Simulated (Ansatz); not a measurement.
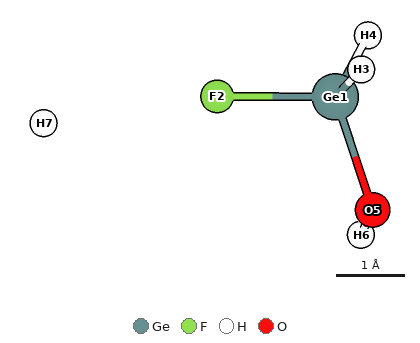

Figure 1. The structure as given in the input (ball-and-stick view, seen at a tilt; atoms are numbered from 1 in the order of the input). Sticks mark near contacts. Bond lengths as drawn: F–Ge 1.75 Å, Ge–H 1.53 to 1.54 Å, Ge–O 1.77 Å and H–O 0.97 Å.

Nudged elastic band of GeH$_{4}$OF

System: GeH$_{4}$OF, multiplicity 2.
Method: UKS B3LYP-D4/def2-SVP (Ansatz 0.2.0).

It belongs to a series of runs on one base structure; here: band between the two ends. Figures and captions count atoms from 1; the log counts them from 0 in places.

## Input
```yaml
crystal:
  periodic: [false, false, false]
  atoms:
    - { symbol: Ge, position_ang: [0.047365, -0.01713, -0.150725] }
    - { symbol: F, position_ang: [0.201872, 0.122566, 1.58658] }
    - { symbol: H, position_ang: [1.454767, -0.019561, -0.750123] }
    - { symbol: H, position_ang: [-0.894922, 1.127031, -0.566451] }
    - { symbol: O, position_ang: [-0.633985, -1.610185, -0.510739] }
    - { symbol: H, position_ang: [-1.539028, -1.725669, -0.191421] }
    - { symbol: H, position_ang: [-0.026469, 0.033448, 4.224079] }
magnetization:
  spin_polarized: true
  initial_magnetization: 1
basis:
  gaussian: { orbitals: def2-SVP }
hamiltonian:
  xc: b3lyp
  dispersion: d4
neb:
  order_check: false
  images: 7
  f_tol: 0.05
  max_iterations: 60
  final_atoms:
    - { symbol: Ge, position_ang: [-0.14625535, 0.47006058, -0.2367048] }
    - { symbol: F, position_ang: [0.38943223, -0.18382893, 2.71587711] }
    - { symbol: H, position_ang: [1.39865903, 0.35861711, -0.28887797] }
    - { symbol: H, position_ang: [-0.78329721, 0.42195748, -1.66702418] }
    - { symbol: O, position_ang: [-0.6358994, -1.09744943, 0.57595629] }
    - { symbol: H, position_ang: [-1.57060167, -1.31790546, 0.45989318] }
    - { symbol: H, position_ang: [-0.04243763, -0.74095135, 2.08208038] }
  initial_path:
    images:
      - { positions_ang: [[0.047365, -0.01713, -0.150725], [0.201872, 0.122566, 1.58658], [1.454767, -0.019561, -0.750123], [-0.894922, 1.127031, -0.566451], [-0.633985, -1.610185, -0.510739], [-1.539028, -1.725669, -0.191421], [-0.026469, 0.033448, 4.224079]] }
      - { positions_ang: [[0.03476678, -0.01286896, -0.11334257], [0.15346454, 0.09197448, 1.67212795], [1.45495848, -0.01472756, -0.69407258], [-0.85518516, 1.16144078, -0.55316608], [-0.68554333, -1.56874777, -0.52942992], [-1.47685112, -1.77175212, -0.0961638], [-0.01601019, 0.02518115, 3.955247]] }
      - { positions_ang: [[0.02216856, -0.00860793, -0.07596014], [0.10505708, 0.06138297, 1.7576759], [1.45514996, -0.00989411, -0.63802216], [-0.81544831, 1.19585056, -0.53988116], [-0.73710165, -1.52731054, -0.54812084], [-1.41467425, -1.81783525, -0.0009066], [-0.00555139, 0.0169143, 3.68641499]] }
      - { positions_ang: [[0.00957035, -0.00434689, -0.0385777], [0.05664962, 0.03079145, 1.84322385], [1.45534143, -0.00506067, -0.58197174], [-0.77571147, 1.23026034, -0.52659624], [-0.78865998, -1.48587331, -0.56681176], [-1.35249737, -1.86391837, 0.09435061], [0.00490742, 0.00864744, 3.41758299]] }
      - { positions_ang: [[-0.00302787, -8.585e-05, -0.00119527], [0.00824216, 0.00019994, 1.9287718], [1.45553291, -0.00022722, -0.52592132], [-0.73597463, 1.26467012, -0.51331133], [-0.84021831, -1.44443608, -0.58550268], [-1.29032049, -1.9100015, 0.18960781], [0.01536623, 0.00038059, 3.14875099]] }
      - { positions_ang: [[-0.03883474, 0.11745076, -0.06007266], [0.10353968, -0.04580728, 2.12554813], [1.44131444, 0.08948386, -0.46666048], [-0.74780527, 1.05399196, -0.80173954], [-0.78913858, -1.35768941, -0.29513794], [-1.36039079, -1.76197749, 0.25717915], [0.00091526, -0.18495239, 2.88208333]] }
      - { positions_ang: [[-0.07464161, 0.23498736, -0.11895004], [0.1988372, -0.0918145, 2.32232445], [1.42709597, 0.17919494, -0.40739965], [-0.75963592, 0.8433138, -1.09016775], [-0.73805886, -1.27094275, -0.00477319], [-1.43046108, -1.61395348, 0.32475049], [-0.0135357, -0.37028538, 2.61541568]] }
      - { positions_ang: [[-0.11044848, 0.35252397, -0.17782742], [0.29413471, -0.13782171, 2.51910078], [1.4128775, 0.26890603, -0.34813881], [-0.77146657, 0.63263564, -1.37859597], [-0.68697913, -1.18419609, 0.28559155], [-1.50053138, -1.46592947, 0.39232184], [-0.02798666, -0.55561837, 2.34874803]] }
      - { positions_ang: [[-0.14625535, 0.47006058, -0.2367048], [0.38943223, -0.18382893, 2.71587711], [1.39865903, 0.35861711, -0.28887797], [-0.78329721, 0.42195748, -1.66702418], [-0.6358994, -1.09744943, 0.57595629], [-1.57060167, -1.31790546, 0.45989318], [-0.04243763, -0.74095135, 2.08208038]] }
```

Run as:
```bash
ansatz run input.yaml --threads 2 --pin off --max-ram 3072MiB --backend cpu --events-out ev --progress --plain --runs-dir out
```

## Output
```
Engine: ansatz 0.2.0, aarch64-unknown-linux-gnu
Functional definition: B3LYP
  parameter a0 = 0.2
  parameter ax = 0.72
  parameter ac = 0.81
  exchange = (1 - a0 - ax)*slater_x + ax*b88_x + a0*exact_x
  correlation = (1 - ac)*vwn_rpa_c + ac*lyp_c
836 factors; integrals over basis functions are off by at most 3.4e-4 eV
mean field evaluation 1: about -61330.4400 eV, gradient 4.3e1 eV
mean field evaluation 2: about -61313.3121 eV, gradient 8.0e1 eV
mean field evaluation 4: about -61336.2658 eV, gradient 5.3e0 eV
mean field evaluation 8: about -61336.3606 eV, gradient 4.5e-2 eV
mean field -61336.36059463 eV, -2254.0696765743 hartree, gradient 3.6e-5 eV, S^2 0.750034; 0 other end points of the search recorded, 0 dependent functions left out
the calculation of the forces begins
reference -61336.36086581 eV, -2254.0696865399 hartree; 27, 26 occupied and 53, 54 virtual orbitals, 836 factors
838 factors; integrals over basis functions are off by at most 8.9e-4 eV
mean field evaluation 16: about -61331.7804 eV, gradient 4.0e1 eV
mean field evaluation 32: about -61337.0626 eV, gradient 3.7e-5 eV
mean field -61337.06264427 eV, -2254.0954764227 hartree, gradient 3.7e-5 eV, S^2 0.751462; 0 other end points of the search recorded, 0 dependent functions left out
[... from here on the field's lines of each further geometry are left out, up to the last ...]
NEB iter   1: max|band force component| = 1.639e2 eV/Å  barrier→ = 29.9633 eV  barrier← = 30.6738 eV  Δτ_max = 0.1942 Å  (244 SCF iters)
NEB iter   2: max|band force component| = 8.238e1 eV/Å  barrier→ = 14.2390 eV  barrier← = 14.9496 eV  Δτ_max = 0.1965 Å  (213 SCF iters)
NEB iter   3: max|band force component| = 4.787e1 eV/Å  barrier→ = 5.9545 eV  barrier← = 6.6650 eV  Δτ_max = 0.1996 Å  (211 SCF iters)
NEB iter   4: max|band force component| = 2.441e1 eV/Å  barrier→ = 1.8123 eV  barrier← = 2.5229 eV  Δτ_max = 0.2000 Å  (223 SCF iters)
NEB iter   5: max|band force component| = 1.192e1 eV/Å  barrier→ = 0.6529 eV  barrier← = 1.3634 eV  Δτ_max = 0.1727 Å  (221 SCF iters)
NEB iter   6: max|band force component| = 2.488e0 eV/Å  barrier→ = 0.5222 eV  barrier← = 1.2327 eV  Δτ_max = 0.0906 Å  (208 SCF iters)
NEB iter   7: max|band force component| = 2.119e0 eV/Å  barrier→ = 0.3943 eV  barrier← = 1.1048 eV  Δτ_max = 0.0877 Å  (206 SCF iters)
NEB iter   8: max|band force component| = 1.681e0 eV/Å  barrier→ = 0.2683 eV  barrier← = 0.9788 eV  Δτ_max = 0.0447 Å  (204 SCF iters)
NEB iter   9: max|band force component| = 1.193e0 eV/Å  barrier→ = 0.2396 eV  barrier← = 0.9501 eV  CI = image 3  Δτ_max = 0.0907 Å  (197 SCF iters)
NEB iter  10: max|band force component| = 1.355e0 eV/Å  barrier→ = 0.3374 eV  barrier← = 1.0480 eV  CI = image 3  Δτ_max = 0.1850 Å  (204 SCF iters)
NEB iter  11: max|band force component| = 2.318e0 eV/Å  barrier→ = 0.6563 eV  barrier← = 1.3668 eV  CI = image 3  Δτ_max = 0.2000 Å  (209 SCF iters)
NEB iter  12: max|band force component| = 1.432e0 eV/Å  barrier→ = 0.9596 eV  barrier← = 1.6701 eV  CI = image 3  Δτ_max = 0.2000 Å  (209 SCF iters)
NEB iter  13: max|band force component| = 1.896e0 eV/Å  barrier→ = 0.8999 eV  barrier← = 1.6104 eV  CI = image 3  Δτ_max = 0.1013 Å  (213 SCF iters)
NEB iter  14: max|band force component| = 3.330e-1 eV/Å  barrier→ = 0.9789 eV  barrier← = 1.6894 eV  CI = image 3  Δτ_max = 0.0727 Å  (207 SCF iters)
NEB iter  15: max|band force component| = 1.184e-1 eV/Å  barrier→ = 0.9721 eV  barrier← = 1.6826 eV  CI = image 3  Δτ_max = 0.1346 Å  (194 SCF iters)
NEB iter  16: max|band force component| = 1.200e-1 eV/Å  barrier→ = 0.9702 eV  barrier← = 1.6808 eV  CI = image 3  Δτ_max = 0.0680 Å  (198 SCF iters)
NEB iter  17: max|band force component| = 9.442e-2 eV/Å  barrier→ = 0.9680 eV  barrier← = 1.6785 eV  CI = image 3  Δτ_max = 0.0680 Å  (192 SCF iters)
NEB iter  18: max|band force component| = 1.068e-1 eV/Å  barrier→ = 0.9666 eV  barrier← = 1.6771 eV  CI = image 3  Δτ_max = 0.0340 Å  (198 SCF iters)
NEB iter  19: max|band force component| = 6.995e-2 eV/Å  barrier→ = 0.9661 eV  barrier← = 1.6766 eV  CI = image 3  Δτ_max = 0.0340 Å  (192 SCF iters)
NEB iter  20: max|band force component| = 5.082e-2 eV/Å  barrier→ = 0.9658 eV  barrier← = 1.6763 eV  CI = image 3  Δτ_max = 0.0687 Å  (193 SCF iters)
NEB iter  21: max|band force component| = 6.360e-2 eV/Å  barrier→ = 0.9656 eV  barrier← = 1.6762 eV  CI = image 3  Δτ_max = 0.0341 Å  (197 SCF iters)
NEB iter  22: max|band force component| = 6.611e-2 eV/Å  barrier→ = 0.9656 eV  barrier← = 1.6761 eV  CI = image 3  Δτ_max = 0.0340 Å  (189 SCF iters)
NEB iter  23: max|band force component| = 6.830e-2 eV/Å  barrier→ = 0.9655 eV  barrier← = 1.6761 eV  CI = image 3  Δτ_max = 0.0341 Å  (188 SCF iters)
NEB iter  24: max|band force component| = 8.975e-2 eV/Å  barrier→ = 0.9655 eV  barrier← = 1.6760 eV  CI = image 3  Δτ_max = 0.0341 Å  (186 SCF iters)
NEB iter  25: max|band force component| = 1.466e-1 eV/Å  barrier→ = 0.9655 eV  barrier← = 1.6760 eV  CI = image 3  Δτ_max = 0.0341 Å  (188 SCF iters)
NEB iter  26: max|band force component| = 1.553e-1 eV/Å  barrier→ = 0.9654 eV  barrier← = 1.6760 eV  CI = image 3  Δτ_max = 0.0342 Å  (182 SCF iters)
NEB iter  27: max|band force component| = 3.111e-1 eV/Å  barrier→ = 0.9654 eV  barrier← = 1.6760 eV  CI = image 3  Δτ_max = 0.0169 Å  (186 SCF iters)
NEB iter  28: max|band force component| = 1.951e-1 eV/Å  barrier→ = 0.9654 eV  barrier← = 1.6760 eV  CI = image 3  Δτ_max = 0.0338 Å  (179 SCF iters)
NEB iter  29: max|band force component| = 1.964e-1 eV/Å  barrier→ = 0.9654 eV  barrier← = 1.6760 eV  CI = image 3  Δτ_max = 0.0689 Å  (185 SCF iters)
NEB iter  30: max|band force component| = 1.270e-1 eV/Å  barrier→ = 0.9654 eV  barrier← = 1.6760 eV  CI = image 3  Δτ_max = 0.1334 Å  (187 SCF iters)
NEB iter  31: max|band force component| = 1.134e-1 eV/Å  barrier→ = 0.9654 eV  barrier← = 1.6760 eV  CI = image 3  Δτ_max = 0.1323 Å  (186 SCF iters)
NEB iter  32: max|band force component| = 1.638e-1 eV/Å  barrier→ = 0.9654 eV  barrier← = 1.6760 eV  CI = image 3  Δτ_max = 0.0674 Å  (186 SCF iters)
NEB iter  33: max|band force component| = 1.225e-1 eV/Å  barrier→ = 0.9654 eV  barrier← = 1.6760 eV  CI = image 3  Δτ_max = 0.0672 Å  (181 SCF iters)
NEB iter  34: max|band force component| = 1.064e-1 eV/Å  barrier→ = 0.9654 eV  barrier← = 1.6760 eV  CI = image 3  Δτ_max = 0.0673 Å  (185 SCF iters)
NEB iter  35: max|band force component| = 5.041e-2 eV/Å  barrier→ = 0.9654 eV  barrier← = 1.6760 eV  CI = image 3  Δτ_max = 0.1248 Å  (167 SCF iters)
the calculation of the forces begins
reference -61336.99829910 eV, -2254.0931117811 hartree; 27, 26 occupied and 53, 54 virtual orbitals, 836 factors
838 factors; integrals over basis functions are off by at most 1.8e-3 eV
mean field evaluation 1632: about -61335.3914 eV, gradient 2.5e-2 eV
mean field -61335.39144448 eV, -2254.0340609629 hartree, gradient 1.4e-5 eV, S^2 0.756029; 1 other end points of the search recorded, 0 dependent functions left out
the calculation of the forces begins
reference -61335.39169419 eV, -2254.0340701397 hartree; 27, 26 occupied and 53, 54 virtual orbitals, 838 factors
NEB iter  36: max|band force component| = 3.884e-2 eV/Å  barrier→ = 0.9654 eV  barrier← = 1.6760 eV  CI = image 3  Δτ_max = 0.0000 Å  (381 SCF iters)
```

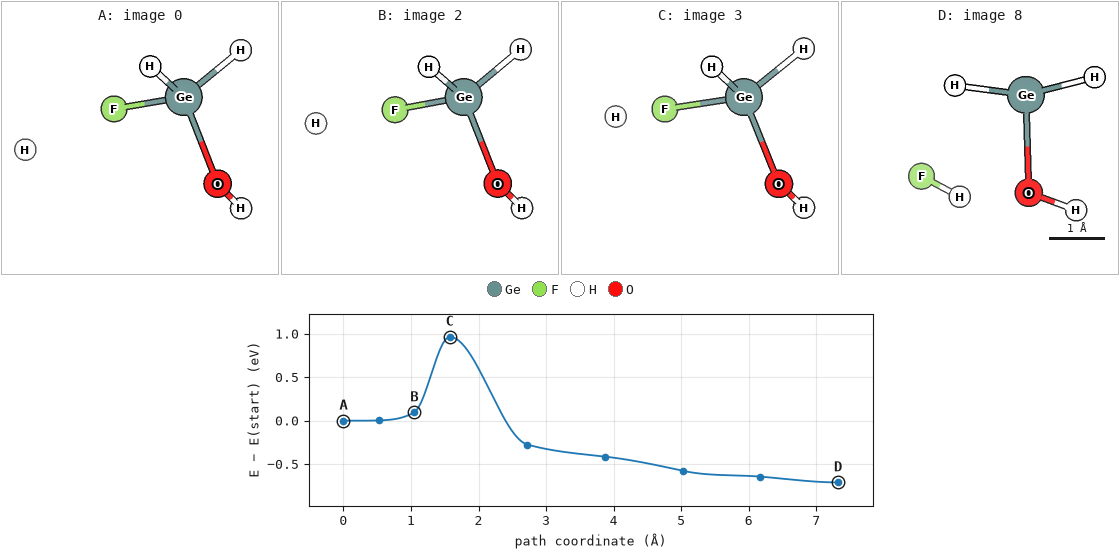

Figure 2. Images of the last band (counted from 0; ball-and-stick, seen at a tilt) above the energy along the path; the line is a cubic interpolation that uses the forces. The highest image is number 3, 0.965 eV above the start and 1.676 eV above the end (the climbing image); the end lies 0.711 eV below the start. The path is 7.32 Å long. The band converged in 36 iterations.

```
Total energy: -61335.53154254 eV, -2254.0392094719 hartree
Atom 0 at     0.023586    -0.040759     0.037438 Å, force     0.000046    -0.000134    -0.000049 eV/Å
Atom 1 at     0.078971     0.069435     2.039549 Å, force    -0.000047     0.000185    -0.000063 eV/Å
Atom 2 at     1.460392    -0.050553    -0.523148 Å, force    -0.000002    -0.000007    -0.000001 eV/Å
Atom 3 at    -0.846584     1.137931    -0.483035 Å, force    -0.000021     0.000016    -0.000030 eV/Å
Atom 4 at    -0.663820    -1.612473    -0.454649 Å, force    -0.000003     0.000161     0.000121 eV/Å
Atom 5 at    -1.596346    -1.709652    -0.218273 Å, force     0.000010    -0.000065    -0.000016 eV/Å
Atom 6 at     0.153400     0.116571     3.243317 Å, force     0.000017    -0.000157     0.000039 eV/Å
Dipole moment:    -0.215627     0.152666    -0.070092 e Å
this run last wrote the band of iteration 36 to [file]
```

## The last band as extended XYZ (Å, eV, eV/Å)
```
7
Properties=species:S:1:pos:R:3:forces:R:3 image=0 energy=-61336.49672
Ge    0.0474   -0.0171   -0.1507    0.0250   0.0209  -0.0063
F     0.2019    0.1226    1.5866   -0.0095  -0.0046   0.0069
H     1.4548   -0.0196   -0.7501    0.0012   0.0028  -0.0068
H    -0.8949    1.1270   -0.5665    0.0007  -0.0013   0.0005
O    -0.6340   -1.6102   -0.5107   -0.0107  -0.0046   0.0057
H    -1.5390   -1.7257   -0.1914   -0.0061  -0.0121   0.0022
H    -0.0265    0.0334    4.2241   -0.0006  -0.0010  -0.0023
7
Properties=species:S:1:pos:R:3:forces:R:3 image=1 energy=-61336.49369
Ge    0.0164   -0.0077   -0.1046    0.0068   0.0113   0.0070
F    -0.0493    0.2230    1.6301   -0.0032  -0.0018  -0.0428
H     1.4860   -0.0709   -0.5249   -0.0001  -0.0020   0.0016
H    -0.8333    1.1347   -0.6885   -0.0062   0.0003  -0.0110
O    -0.6593   -1.6037   -0.4636   -0.0033   0.0006   0.0069
H    -1.5926   -1.6940   -0.2278    0.0003  -0.0012  -0.0023
H     0.2417   -0.0708    4.0204    0.0057  -0.0072   0.0406
7
Properties=species:S:1:pos:R:3:forces:R:3 image=2 energy=-61336.40133
Ge    0.0280   -0.0293   -0.0257    0.0029  -0.0019  -0.1080
F     0.0456    0.0352    1.7262   -0.0248   0.0016  -0.2951
H     1.4773   -0.0368   -0.5130    0.0108  -0.0096  -0.0052
H    -0.8529    1.1541   -0.4629   -0.0110   0.0002  -0.0019
O    -0.6561   -1.5925   -0.4938   -0.0037   0.0059  -0.0085
H    -1.5849   -1.7013   -0.2486    0.0023  -0.0043   0.0018
H     0.1526    0.0810    3.6590    0.0234   0.0080   0.4169
7
Properties=species:S:1:pos:R:3:forces:R:3 image=3 energy=-61335.53129
Ge    0.0236   -0.0408    0.0374    0.0000  -0.0001   0.0000
F     0.0790    0.0694    2.0395    0.0000   0.0002  -0.0001
H     1.4604   -0.0506   -0.5231    0.0000   0.0000   0.0000
H    -0.8466    1.1379   -0.4830    0.0000   0.0000   0.0000
O    -0.6638   -1.6125   -0.4546    0.0000   0.0002   0.0001
H    -1.5963   -1.7097   -0.2183    0.0000  -0.0001   0.0000
H     0.1534    0.1166    3.2433    0.0000  -0.0002   0.0000
7
Properties=species:S:1:pos:R:3:forces:R:3 image=4 energy=-61336.77126
Ge    0.2246   -0.0533   -0.0573    0.0543  -0.0054  -0.0263
F    -0.5363    0.0887    2.7371   -0.1815   0.0171   0.1885
H     1.4643   -0.0789   -0.9984    0.0025  -0.0051  -0.1260
H    -0.7199    1.1487   -0.3958    0.0307  -0.0072   0.0128
O    -0.6365   -1.5812   -0.4601    0.0193  -0.0011   0.0035
H    -1.5468   -1.5932   -0.1334    0.0231   0.0215   0.0278
H     0.3602   -0.0204    2.9490    0.0514  -0.0197  -0.0803
7
Properties=species:S:1:pos:R:3:forces:R:3 image=5 energy=-61336.91040
Ge    0.3705    0.0291   -0.2083    0.0098  -0.0142  -0.0127
F    -0.7711   -0.1379    2.6143   -0.0186  -0.0319  -0.0154
H     1.2883   -0.1964   -1.4391   -0.0111  -0.0056  -0.0380
H    -0.5794    1.2514   -0.4103    0.0158   0.0193  -0.0001
O    -0.5963   -1.4805   -0.1126    0.0195   0.0384   0.0349
H    -1.2618   -1.4108    0.5880    0.0323   0.0140   0.0644
H     0.1595   -0.1443    2.6093   -0.0478  -0.0200  -0.0330
7
Properties=species:S:1:pos:R:3:forces:R:3 image=6 energy=-61337.07293
Ge    0.3947    0.2499   -0.2327    0.0133   0.0432  -0.0022
F    -0.5780    0.0286    2.7422    0.0566   0.0310   0.0262
H     1.2555   -0.1729   -1.4593   -0.0083  -0.0145  -0.0050
H    -0.8539    1.0871   -0.6326   -0.0286  -0.0187  -0.0419
O    -0.2115   -1.3102    0.5018    0.0560   0.0512   0.1401
H    -1.1786   -1.3458    0.5508   -0.0062   0.0460  -0.0184
H    -0.2186   -0.6261    2.1711   -0.0828  -0.1383  -0.0989
7
Properties=species:S:1:pos:R:3:forces:R:3 image=7 energy=-61337.14046
Ge    0.1282    0.4147   -0.2286   -0.0143   0.0080   0.0014
F    -0.1259   -0.1090    2.8866    0.0320  -0.0083   0.0104
H     1.4809    0.0676   -0.9133    0.0087   0.0092   0.0288
H    -0.9883    0.7437   -1.2694   -0.0015  -0.0162  -0.0351
O    -0.3746   -1.1648    0.5536   -0.0134   0.0078   0.0026
H    -1.3227   -1.3372    0.4586   -0.0141   0.0054  -0.0042
H    -0.1879   -0.7044    2.1537    0.0027  -0.0058  -0.0039
7
Properties=species:S:1:pos:R:3:forces:R:3 image=8 energy=-61337.20726
Ge   -0.1463    0.4701   -0.2367   -0.0003  -0.0202  -0.0093
F     0.3894   -0.1838    2.7159   -0.0046  -0.0094  -0.0070
H     1.3987    0.3586   -0.2889   -0.0102   0.0035   0.0028
H    -0.7833    0.4220   -1.6670    0.0068   0.0005   0.0103
O    -0.6359   -1.0974    0.5760    0.0203   0.0249  -0.0198
H    -1.5706   -1.3179    0.4599   -0.0209  -0.0069   0.0043
H    -0.0424   -0.7410    2.0821    0.0089   0.0076   0.0187
```

## Summary

```json
{"quantity": "outcome", "value": "converged"}
{"quantity": "barrier, forward", "value": "0.965 eV"}
{"quantity": "barrier, backward", "value": "1.676 eV"}
{"quantity": "hardware", "value": "2 threads of Arm Neoverse V1, 24 GiB of memory available, shared host"}
{"quantity": "wall time", "value": "8.9 min (CPU time 17 min)"}
{"quantity": "peak memory", "value": "0.22 GiB"}
```

## Notes

The order of the saddle point was not checked.
